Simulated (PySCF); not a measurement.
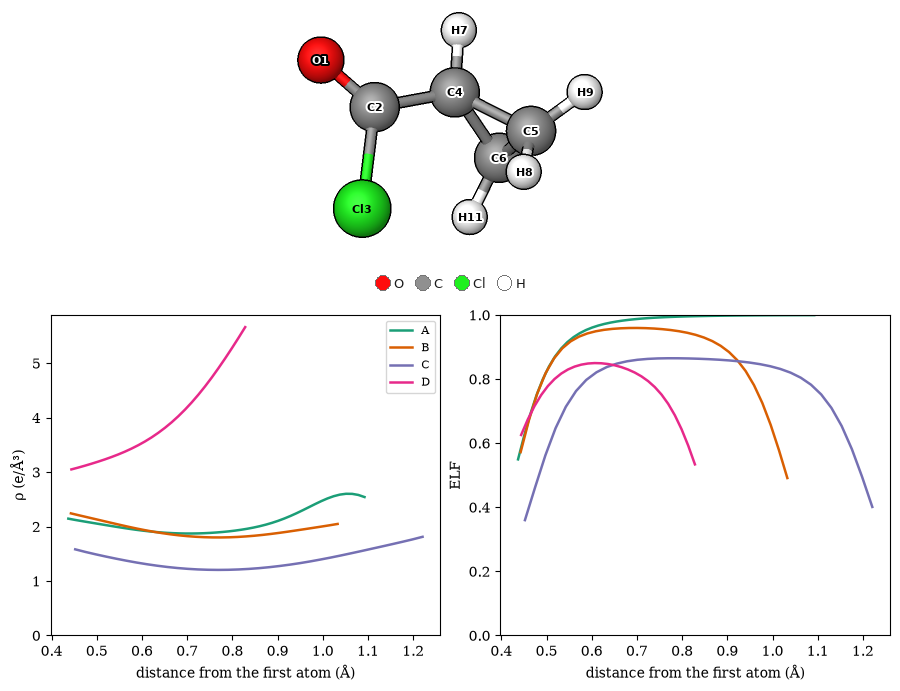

*C4H5ClO (SMILES O=C(Cl)C1CC1). Total electron density and electron localisation function along straight lines between neighbouring atoms. The curves leave out the atomic cores. The structure is drawn too.*

Geometry: PBE0-D3(BJ)/def2-SVP.

These are results of PySCF, PBE0/pcSseg-1, SCF density, gas phase, non-relativistic, not measurements.

Input

```
{"job": {"kind": "nmr", "xc": "PBE0", "basis": "pcSseg-1"}, "charge": 0, "multiplicity": 1}
O      1.724628    -1.962649     0.607073
C      1.207855    -1.040876     0.075070
Cl     1.985608    -0.292067    -1.375643
C     -0.058724    -0.397414     0.472689
C     -0.274504     1.091937     0.324427
C     -1.022462     0.159123    -0.550940
H     -0.478209    -0.887854     1.354650
H      0.542957     1.662839    -0.121297
H     -0.794568     1.583052     1.150182
H     -2.082365    -0.022021    -0.357782
H     -0.717310     0.088032    -1.597328
```

Command:

```sh
OMP_NUM_THREADS=1 python probes_run.py task.json out
```

> Which curve belongs to which contact (C–C, C–Cl, C–H and C–O)? The first atom named is at distance zero.

Curve A: C–H (1.09 Å): ρ at the midpoint is about 2 e/Å³; the ELF climbs to about 1 towards the hydrogen, as it does in any bond to H (a covalent bond by its length). Curve B: C–C (1.48 Å): the density is about 1.8 e/Å³ at the midpoint; the ELF peaks at about 0.95 between the atoms (a shared electron pair). Curve C: C–Cl (1.81 Å): ρ is about 1.3 e/Å³ halfway; the ELF peaks at about 0.85 between the atoms (a covalent bond). Curve D: C–O (1.18 Å): ρ at the midpoint is about 3.5 e/Å³; the ELF peaks at about 0.85 between the atoms; a short, multiple covalent bond.
